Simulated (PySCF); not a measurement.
# C3H11NSi2: NMR shifts, electronic excitations and K edges in gas and solvents

Aim: compute the NMR shifts, electronic excitations and K edges of C3H11NSi2 (`C[Si@@H]1CC[SiH2]N1`), and see what a dielectric continuum does where one was used.

Programs: PySCF 2.14.0, with density-fitted response routines of our own. Each step states its level of theory. These are calculated values for one molecule, in the gas phase or a continuum, unless marked as measured. Atoms are numbered from 0 throughout.

**1. The starting structure**

17 atoms, charge 0, multiplicity 1; geometry from: GFN2-xTB. The atoms were then displaced at random by about 0.01 Å, so the start is not that level's minimum.

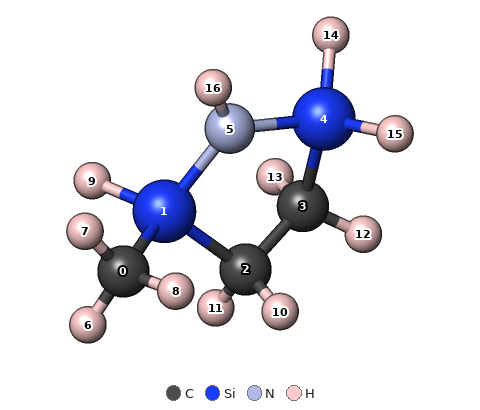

As it starts; carbon dark grey, silicon blue, nitrogen light blue, hydrogen pink, atoms numbered; sticks join atoms by distance.

**2. Optimising the geometry at PBE0-D3(BJ)/def2-SVP**

Job settings and geometry (Å):

```
{"job": {"xc": "PBE0", "basis": "def2-SVP", "d3": "d3bj", "grid": 1, "shake": 0.01, "kind": "geom"}, "charge": 0, "multiplicity": 1}
C      2.573460     0.240720     0.137480
Si     0.807260    -0.335030     0.587250
C     -0.217330    -1.044490    -0.864590
C     -1.641550    -0.724490    -0.606640
Si    -1.816800     0.989820     0.174700
N     -0.255580     1.003370     0.929670
H      3.195380    -0.569960    -0.149270
H      3.037460     0.764970     0.973200
H      2.535620     0.974460    -0.674420
H      0.878820    -1.258870     1.745710
H      0.105220    -0.569180    -1.778900
H     -0.048760    -2.113540    -0.987420
H     -2.282220    -0.815760    -1.531550
H     -2.093160    -1.459950     0.102590
H     -2.883920     1.078450     1.188710
H     -1.934570     2.100000    -0.785770
H      0.024170     1.751300     1.549430
```

Started as:

```console
$ OMP_NUM_THREADS=1 python probes_run.py task.json out
```

One launch serves the whole session: the jobs run in the order shown.

The log of the run:

```text
step   0  E = -753.99107261  max force = 0.049625
step   1  E = -753.99766805  max force = 0.007397
step   2  E = -753.99819202  max force = 0.002399
step   3  E = -753.99827018  max force = 0.000748
step   4  E = -753.99829198  max force = 0.000547
step   5  E = -753.99830466  max force = 0.000598
step   6  E = -753.99830935  max force = 0.000308
optimisation converged
```

It took 2.4 min on 1 thread of AMD EPYC, shared host; peak memory 0.61 GiB.

Along the way:

| step | energy from step 0 (eV) | largest force component (eV/Å) |
| --- | --- | --- |
| 0 | 0.0000 | 2.5518 |
| 1 | -0.1795 | 0.3804 |
| 2 | -0.1937 | 0.1234 |
| 3 | -0.1959 | 0.0385 |
| 4 | -0.1964 | 0.0281 |
| 5 | -0.1968 | 0.0308 |
| 6 | -0.1969 | 0.0158 |

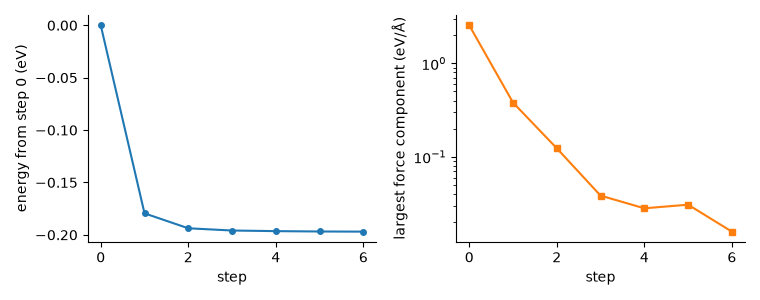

Energy and force, step by step.

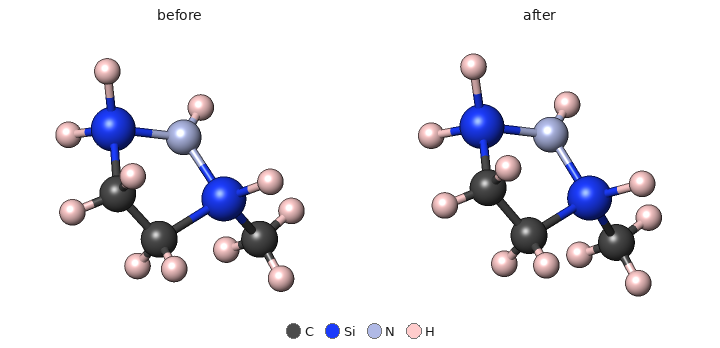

The geometry before (left) and after (right).

Distances of close pairs at the start and the end, largest changes first:

| bond | before (Å) | after (Å) | change (Å) |
| --- | --- | --- | --- |
| C2–C3 | 1.482 | 1.541 | +0.059 |
| C0–H6 | 1.061 | 1.102 | +0.041 |
| C0–Si1 | 1.911 | 1.875 | -0.036 |
| Si4–H15 | 1.473 | 1.502 | +0.029 |
| C3–H12 | 1.129 | 1.102 | -0.027 |
| C2–H10 | 1.080 | 1.105 | +0.025 |
| Si4–H14 | 1.475 | 1.498 | +0.024 |
| Si1–H9 | 1.483 | 1.503 | +0.019 |

The next job starts from the end point, and lists it.

| at the end point | value |
| --- | --- |
| point group (found at 0.08 Å tolerance) | C1 |
| rotational constants (GHz, main isotopes) | 4.039, 1.701, 1.352 |
| dipole moment (D) | 0.75 |

**3. Nuclear shieldings: PBE0/pcSseg-1 in cyclohexane**

Job settings and geometry (Å):

```
{"job": {"kind": "nmr", "xc": "PBE0", "basis": "pcSseg-1", "solvent": "cyclohexane", "pop": true}, "charge": 0, "multiplicity": 1}
C      2.519573     0.329991    -0.092926
Si     0.857879    -0.249146     0.554144
C     -0.215719    -1.093150    -0.758823
C     -1.696299    -0.813011    -0.435507
Si    -1.812650     0.950227     0.243532
N     -0.224905     1.065331     0.954922
H      3.141262    -0.531036    -0.388021
H      3.075654     0.891605     0.674253
H      2.391743     0.982587    -0.970541
H      1.113692    -1.150069     1.729606
H      0.053600    -0.645151    -1.732048
H     -0.007466    -2.172258    -0.847392
H     -2.356193    -0.982842    -1.301779
H     -2.046489    -1.491987     0.361084
H     -2.914991     1.123989     1.243447
H     -2.050282     1.962696    -0.839719
H      0.045937     1.828725     1.564132
```

Level: GIAO PBE0/pcSseg-1 NMR shielding, non-relativistic, IEF-PCM cyclohexane.

The log of the run:

```text
coarse grid: 14392 points
cycle   1  E = -754.1393528104  dE =  3.565e-01  |g| = 5.819e-01  |ddm| = 3.650e+00
cycle   2  E = -754.0813621075  dE =  5.799e-02  |g| = 7.629e-01  |ddm| = 1.173e+00
cycle   3  E = -754.2176179544  dE = -1.363e-01  |g| = 8.069e-02  |ddm| = 7.579e-01
cycle   4  E = -754.2188941627  dE = -1.276e-03  |g| = 3.108e-02  |ddm| = 9.699e-02
cycle   5  E = -754.2191206618  dE = -2.265e-04  |g| = 5.314e-03  |ddm| = 2.866e-02
cycle   6  E = -754.2191263349  dE = -5.673e-06  |g| = 1.862e-03  |ddm| = 6.547e-03
final grid: 127560 points
cycle   7  E = -754.2509977390  dE = -1.957e-05  |g| = 8.227e-03  |ddm| = 1.999e-02
cycle   8  E = -754.2509857734  dE =  1.197e-05  |g| = 1.081e-02  |ddm| = 1.666e-02
cycle   9  E = -754.2510147454  dE = -2.897e-05  |g| = 6.809e-04  |ddm| = 9.487e-03
cycle  10  E = -754.2510148318  dE = -8.633e-08  |g| = 2.748e-04  |ddm| = 7.858e-04
cycle  11  E = -754.2510148479  dE = -1.609e-08  |g| = 4.519e-05  |ddm| = 2.360e-04
cycle  12  E = -754.2510148482  dE = -3.586e-10  |g| = 2.395e-05  |ddm| = 6.237e-05
converged SCF energy = -754.2510148482

GIAO shielding tensors (ppm)
atom      isotropic    diamagn.    paramagn.     s11        s22        s33       span
  0 C      183.828     255.089     -71.261    175.041    185.207    191.235     16.194
  1 Si     348.968     880.941    -531.973    296.256    362.316    388.332     92.075
  2 C      174.889     255.195     -80.306    167.298    173.729    183.641     16.342
  3 C      177.767     252.138     -74.371    165.855    175.182    192.265     26.410
  4 Si     372.554     879.379    -506.824    327.163    358.383    432.118    104.955
  5 N      246.683     325.893     -79.210    224.853    235.822    279.373     54.520
  6 H       31.123      29.517       1.606     26.680     28.447     38.242     11.563
  7 H       30.730      29.184       1.546     26.351     28.214     37.625     11.275
  8 H       31.191      31.470      -0.278     26.931     29.417     37.226     10.296
  9 H       26.377      29.728      -3.351     22.898     24.261     31.972      9.073
 10 H       30.676      33.144      -2.468     25.920     29.010     37.098     11.178
 11 H       30.154      31.189      -1.035     24.786     28.111     37.565     12.780
 12 H       30.187      29.371       0.816     24.886     27.305     38.369     13.484
 13 H       30.280      30.431      -0.151     25.630     27.430     37.781     12.151
 14 H       26.414      28.075      -1.661     23.083     23.851     32.307      9.224
 15 H       26.468      28.862      -2.394     22.927     23.912     32.565      9.638
 16 H       31.162      31.422      -0.260     22.249     27.528     43.709     21.460
```

It took 41 s on 1 thread of AMD EPYC, shared host; peak memory 0.93 GiB.

The references, computed at this level on geometries of the same kind, shield at (ppm): ¹H TMS 31.26, ¹³C TMS 184.8, ²⁹Si TMS 351.9, ¹⁵N NH3 266.9. Their shielding less the atom's gives the shift. The references are single molecules in the same continuum, so shifts against H2O, NH3, PH3, H3PO4 or CFCl3 are not on the usual liquid scales and can be off by tens of ppm. Atoms listed in one row are averaged.

| atoms | environment | σ (ppm) | δ (ppm) |
| --- | --- | --- | --- |
| C2 | sp3 CH2 bonded to Si | 174.9 | 9.9 |
| C3 | sp3 CH2 bonded to Si | 177.8 | 7.1 |
| C0 | methyl carbon bonded to Si | 183.8 | 1.0 |
| H9 | hydrogen on a silicon bonded to 2 C, N, in a 5-membered ring | 26.38 | 4.88 |
| H14 | hydrogen on a silicon bonded to C, N, in a 5-membered ring | 26.41 | 4.84 |
| H15 | hydrogen on a silicon bonded to C, N, in a 5-membered ring | 26.47 | 4.79 |
| H11 | hydrogen on an sp3 CH2 bonded to Si | 30.15 | 1.10 |
| H12 | hydrogen on an sp3 CH2 bonded to Si | 30.19 | 1.07 |
| H13 | hydrogen on an sp3 CH2 bonded to Si | 30.28 | 0.98 |
| H10 | hydrogen on an sp3 CH2 bonded to Si | 30.68 | 0.58 |
| H6, H7, H8 | hydrogen on a methyl carbon bonded to Si | 31.01 | 0.24 |
| H16 | hydrogen on a nitrogen bonded to 2 Si, in a 5-membered ring | 31.16 | 0.10 |
| Si1 | silicon bonded to 2 C, N, H, in a 5-membered ring | 349.0 | 3.0 |
| Si4 | silicon bonded to C, N, 2 H, in a 5-membered ring | 372.6 | -20.6 |
| N5 | nitrogen bonded to 2 Si, H, in a 5-membered ring | 246.7 | 20.2 |

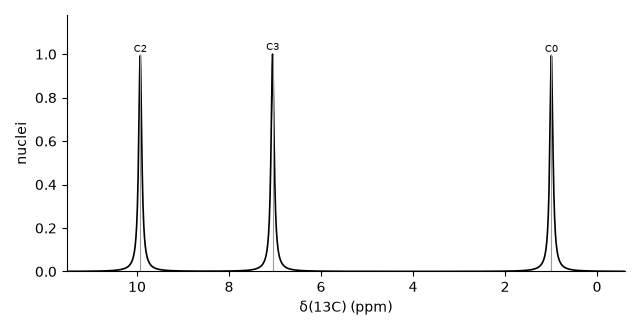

¹³C lines at the computed shifts, without couplings. Lines are broadened to a width of 0.08 ppm (Lorentzian).

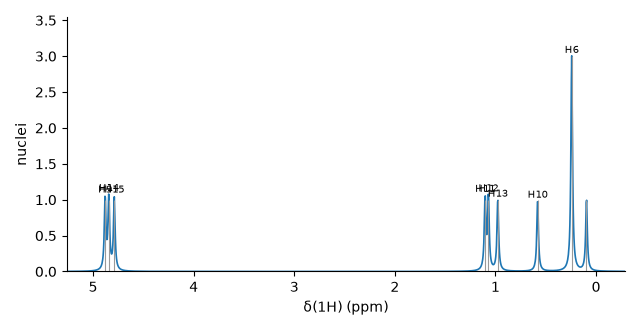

¹H lines at the computed shifts, without couplings. Lines are broadened to a width of 0.02 ppm (Lorentzian).

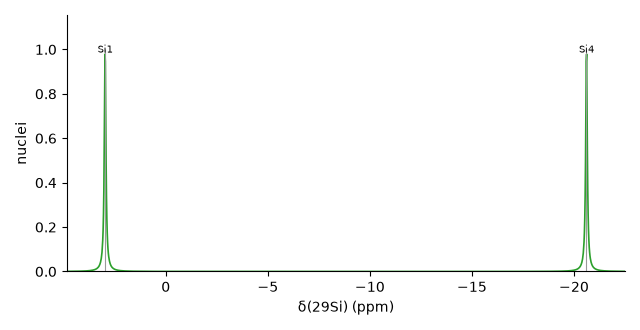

²⁹Si lines at the computed shifts, without couplings. Lines are broadened to a width of 0.09 ppm (Lorentzian).

Charges from the same density, by scheme (e):

| atoms | Mulliken | IAO | Hirshfeld | ESP fit |
| --- | --- | --- | --- | --- |
| C0 | -0.65 | -0.73 | -0.22 | -0.79 |
| Si1 | 0.93 | 1.03 | 0.39 | 0.85 |
| C2 | -0.56 | -0.54 | -0.16 | -0.21 |
| C3 | -0.54 | -0.54 | -0.16 | -0.33 |
| Si4 | 0.77 | 0.87 | 0.36 | 0.62 |
| N5 | -0.85 | -0.93 | -0.33 | -0.90 |

Hirshfeld charges:

C0 -0.22; Si1 0.39; C2 -0.16; C3 -0.16; Si4 0.36; N5 -0.33; H6 0.04; H7 0.04; H8 0.04; H9 -0.10; H10 0.04; H11 0.04; H12 0.04; H13 0.04; H14 -0.09; H15 -0.10; H16 0.12

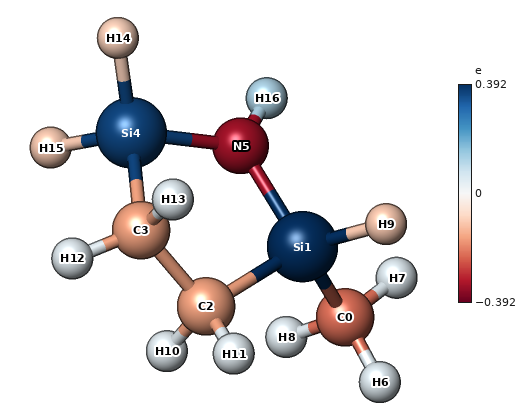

Hirshfeld charges, as colours on the atoms.

Mayer bond orders: C0–Si1 0.96, Si1–C2 0.91, C2–C3 1.02, C3–Si4 0.92, Si4–N5 0.98, N5–Si1 0.95.

Ring of atoms Si1, C2, C3, Si4, N5: NICS(0) -5.3, NICS(1) -3.1, NICS(1)zz -1.1 ppm (means of both faces). The ring holds saturated atoms, so no π current runs round it: these values come from its σ bonds, any local π bonds and neighbouring rings, and say nothing of aromaticity.

**4. NMR shieldings: PBE0/pcSseg-1 in dichloromethane**

Same as in step 3 but for these lines:

```diff
@@ -1,2 +1,2 @@
-{"job": {"kind": "nmr", "xc": "PBE0", "basis": "pcSseg-1", "solvent": "cyclohexane", "pop": true}, "charge": 0, "multiplicity": 1}
+{"job": {"kind": "nmr", "xc": "PBE0", "basis": "pcSseg-1", "solvent": "dichloromethane", "pop": false}, "charge": 0, "multiplicity": 1}
 C      2.519573     0.329991    -0.092926
```

Method: GIAO PBE0/pcSseg-1 NMR shielding, non-relativistic, IEF-PCM dichloromethane.

The log of the run:

```text
coarse grid: 14392 points
cycle   1  E = -754.1418496784  dE =  3.542e-01  |g| = 5.792e-01  |ddm| = 3.649e+00
cycle   2  E = -754.0866047549  dE =  5.524e-02  |g| = 7.541e-01  |ddm| = 1.170e+00
cycle   3  E = -754.2194896592  dE = -1.329e-01  |g| = 7.893e-02  |ddm| = 7.411e-01
cycle   4  E = -754.2206862749  dE = -1.197e-03  |g| = 3.067e-02  |ddm| = 9.267e-02
cycle   5  E = -754.2209071440  dE = -2.209e-04  |g| = 4.829e-03  |ddm| = 2.770e-02
cycle   6  E = -754.2209115934  dE = -4.449e-06  |g| = 1.780e-03  |ddm| = 5.916e-03
final grid: 127560 points
cycle   7  E = -754.2527692076  dE = -1.980e-05  |g| = 8.157e-03  |ddm| = 1.992e-02
cycle   8  E = -754.2527580981  dE =  1.111e-05  |g| = 1.063e-02  |ddm| = 1.635e-02
cycle   9  E = -754.2527859131  dE = -2.782e-05  |g| = 6.836e-04  |ddm| = 9.140e-03
cycle  10  E = -754.2527859990  dE = -8.590e-08  |g| = 2.720e-04  |ddm| = 7.724e-04
cycle  11  E = -754.2527860147  dE = -1.569e-08  |g| = 4.350e-05  |ddm| = 2.295e-04
cycle  12  E = -754.2527860151  dE = -3.313e-10  |g| = 2.330e-05  |ddm| = 6.106e-05
converged SCF energy = -754.2527860151

GIAO shielding tensors (ppm)
atom      isotropic    diamagn.    paramagn.     s11        s22        s33       span
  0 C      184.265     255.205     -70.940    175.327    185.708    191.760     16.432
  1 Si     348.605     880.940    -532.335    295.294    363.116    387.405     92.111
  2 C      175.094     255.261     -80.166    167.373    174.006    183.904     16.531
  3 C      177.913     252.233     -74.319    165.891    175.427    192.422     26.531
  4 Si     372.487     879.382    -506.896    326.506    358.691    432.263    105.757
  5 N      246.945     326.108     -79.163    225.197    236.747    278.890     53.693
  6 H       31.080      29.466       1.614     26.610     28.385     38.246     11.636
  7 H       30.676      29.121       1.555     26.262     28.142     37.624     11.362
  8 H       31.176      31.462      -0.286     26.887     29.395     37.246     10.360
  9 H       26.451      29.871      -3.421     22.971     24.354     32.027      9.057
 10 H       30.616      33.095      -2.479     25.836     28.934     37.078     11.242
 11 H       30.125      31.161      -1.036     24.745     28.069     37.560     12.814
 12 H       30.149      29.332       0.817     24.836     27.255     38.356     13.521
 13 H       30.249      30.389      -0.140     25.580     27.391     37.775     12.195
 14 H       26.455      28.161      -1.706     23.126     23.893     32.347      9.221
 15 H       26.520      28.962      -2.442     22.974     23.965     32.620      9.646
 16 H       30.866      31.200      -0.334     21.918     27.120     43.561     21.643
```

It took 36 s on 1 thread of AMD EPYC, shared host; peak memory 0.88 GiB.

Key values: δ C2 10.2, C3 7.4, C0 1.1, Si1 3.2, H9 4.79, H14 4.79 ppm.

**5. Ultraviolet spectrum: CAM-B3LYP/def2-SVPD**

Same as in step 4 but for these lines:

```diff
@@ -1,2 +1,2 @@
-{"job": {"kind": "nmr", "xc": "PBE0", "basis": "pcSseg-1", "solvent": "dichloromethane", "pop": false}, "charge": 0, "multiplicity": 1}
+{"job": {"kind": "uv", "xc": "CAM-B3LYP", "basis": "def2-SVPD", "dynamic": true, "nstates": 6, "ntriplets": 0}, "charge": 0, "multiplicity": 1}
 C      2.519573     0.329991    -0.092926
```

Level: TDDFT CAM-B3LYP/def2-SVPD, vertical, gas phase, core orbitals frozen in the response.

The log of the run:

```text
coarse grid: 14392 points
cycle   1  E = -754.1930303031  dE =  4.385e-01  |g| = 5.118e-01  |ddm| = 5.242e+00
cycle   2  E = -754.1875420064  dE =  5.488e-03  |g| = 5.484e-01  |ddm| = 1.121e+00
cycle   3  E = -754.2556294184  dE = -6.809e-02  |g| = 6.347e-02  |ddm| = 5.835e-01
cycle   4  E = -754.2564157772  dE = -7.864e-04  |g| = 3.089e-02  |ddm| = 1.171e-01
cycle   5  E = -754.2566546813  dE = -2.389e-04  |g| = 3.726e-03  |ddm| = 3.982e-02
cycle   6  E = -754.2566584767  dE = -3.795e-06  |g| = 1.246e-03  |ddm| = 9.330e-03
final grid: 127560 points
cycle   7  E = -754.3607544923  dE = -2.233e-05  |g| = 3.458e-03  |ddm| = 5.121e-02
cycle   8  E = -754.3607543259  dE =  1.664e-07  |g| = 3.664e-03  |ddm| = 1.053e-02
cycle   9  E = -754.3607576728  dE = -3.347e-06  |g| = 2.682e-04  |ddm| = 4.639e-03
cycle  10  E = -754.3607576842  dE = -1.147e-08  |g| = 1.733e-04  |ddm| = 5.366e-04
cycle  11  E = -754.3607576912  dE = -6.928e-09  |g| = 2.376e-05  |ddm| = 2.261e-04
cycle  12  E = -754.3607576913  dE = -1.562e-10  |g| = 7.540e-06  |ddm| = 4.945e-05
converged SCF energy = -754.3607576913

Static polarisability (au): isotropic 92.580, principal 82.622 88.809 106.310

Singlet excitations
state   eV       nm        f      main configurations
  1   6.3505    195.2   0.00924   H->L 0.74, H->L+2 0.11, H->L+1 0.10
  2   6.9200    179.2   0.01330   H->L+1 0.75, H->L 0.11
  3   7.4478    166.5   0.02364   H->L+4 0.33, H->L+2 0.27, H->L+3 0.19
  4   7.5421    164.4   0.03031   H->L+2 0.49, H->L+3 0.14, H->L+4 0.10
  5   7.6429    162.2   0.00645   H-1->L 0.29, H->L+4 0.21, H->L+3 0.15
  6   7.7239    160.5   0.01772   H-1->L 0.25, H-1->L+1 0.23, H->L+3 0.20
```

It took 94 s on 1 thread of AMD EPYC, shared host; peak memory 1.1 GiB.

The orbitals next to the gap, with their largest atomic shares:

| orbital | eV | atoms |
| --- | --- | --- |
| HOMO−3 | -10.36 | C0 18 %, Si4 14 %, Si1 13 % |
| HOMO−2 | -10.07 | C3 20 %, C2 19 %, Si4 11 % |
| HOMO−1 | -9.38 | C2 23 %, C3 19 %, Si1 13 % |
| HOMO | -8.44 | N5 49 %, Si4 11 %, Si1 10 % |
| LUMO | 1.13 | Si4 20 %, Si1 19 %, H16 13 % |
| LUMO+1 | 1.41 | Si4 20 %, C3 14 %, H12 9 % |
| LUMO+2 | 1.70 | Si4 17 %, C0 16 %, Si1 10 % |

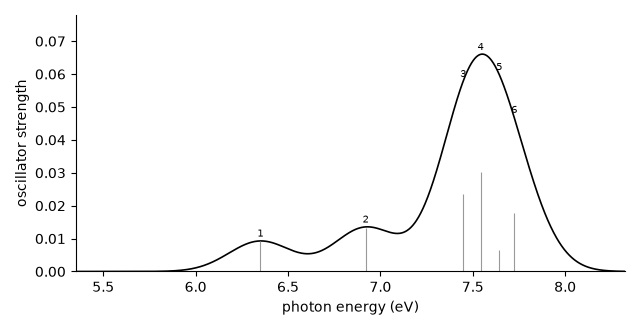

Absorption spectrum from the 6 singlet states computed; above the last one it falls off for lack of states. Lines are broadened to a width of 0.40 eV (Gaussian).

Further results of this job:

| property | computed |
| --- | --- |
| dipole moment (D) | 0.68 |
| polarisability (Å³) | 13.72 |
| HOMO–LUMO gap (eV) | 9.57 |
| −ε(HOMO) (eV) | 8.44 |
| C6 with itself (au) | 3307 |

**6. Ultraviolet spectrum: CAM-B3LYP/def2-SVPD in cyclohexane**

Same as in step 5 but for these lines:

```diff
@@ -1,2 +1,2 @@
-{"job": {"kind": "uv", "xc": "CAM-B3LYP", "basis": "def2-SVPD", "dynamic": true, "nstates": 6, "ntriplets": 0}, "charge": 0, "multiplicity": 1}
+{"job": {"kind": "uv", "xc": "CAM-B3LYP", "basis": "def2-SVPD", "solvent": "cyclohexane", "nstates": 6, "ntriplets": 0}, "charge": 0, "multiplicity": 1}
 C      2.519573     0.329991    -0.092926
```

Method: TDDFT CAM-B3LYP/def2-SVPD, vertical, IEF-PCM cyclohexane (non-equilibrium linear response), core orbitals frozen in the response.

The log of the run:

```text
coarse grid: 14392 points
cycle   1  E = -754.1950073719  dE =  4.368e-01  |g| = 5.097e-01  |ddm| = 5.242e+00
cycle   2  E = -754.1902238529  dE =  4.784e-03  |g| = 5.437e-01  |ddm| = 1.138e+00
cycle   3  E = -754.2570728645  dE = -6.685e-02  |g| = 6.256e-02  |ddm| = 5.832e-01
cycle   4  E = -754.2578252203  dE = -7.524e-04  |g| = 3.081e-02  |ddm| = 1.157e-01
cycle   5  E = -754.2580621016  dE = -2.369e-04  |g| = 3.398e-03  |ddm| = 3.919e-02
cycle   6  E = -754.2580652727  dE = -3.171e-06  |g| = 1.171e-03  |ddm| = 9.014e-03
final grid: 127560 points
cycle   7  E = -754.3621525129  dE = -2.242e-05  |g| = 3.402e-03  |ddm| = 5.135e-02
cycle   8  E = -754.3621524310  dE =  8.190e-08  |g| = 3.572e-03  |ddm| = 1.047e-02
cycle   9  E = -754.3621555882  dE = -3.157e-06  |g| = 2.702e-04  |ddm| = 4.544e-03
cycle  10  E = -754.3621556000  dE = -1.177e-08  |g| = 1.732e-04  |ddm| = 5.344e-04
cycle  11  E = -754.3621556069  dE = -6.957e-09  |g| = 2.274e-05  |ddm| = 2.300e-04
cycle  12  E = -754.3621556071  dE = -1.448e-10  |g| = 7.442e-06  |ddm| = 4.856e-05
converged SCF energy = -754.3621556071

Static polarisability (au): isotropic 104.210, principal 93.891 100.175 118.563

Singlet excitations
state   eV       nm        f      main configurations
  1   6.3797    194.3   0.01222   H->L 0.72, H->L+1 0.12, H->L+2 0.10
  2   6.9012    179.7   0.01965   H->L+1 0.72, H->L 0.13
  3   7.4594    166.2   0.03008   H->L+4 0.51, H->L+2 0.27
  4   7.5545    164.1   0.04396   H->L+2 0.48, H->L+4 0.17
  5   7.6278    162.5   0.01097   H->L+3 0.31, H-1->L 0.28, H->L+5 0.11
  6   7.7131    160.7   0.02782   H->L+3 0.29, H-1->L 0.24, H-1->L+1 0.22
```

Run time: 77 s. Hardware: 1 thread of AMD EPYC, shared host; peak memory 1.1 GiB.

This run: HOMO -8.39 eV, LUMO 1.23 eV; lowest singlet 6.38 eV.

(Part 1 of 2 ends here.)
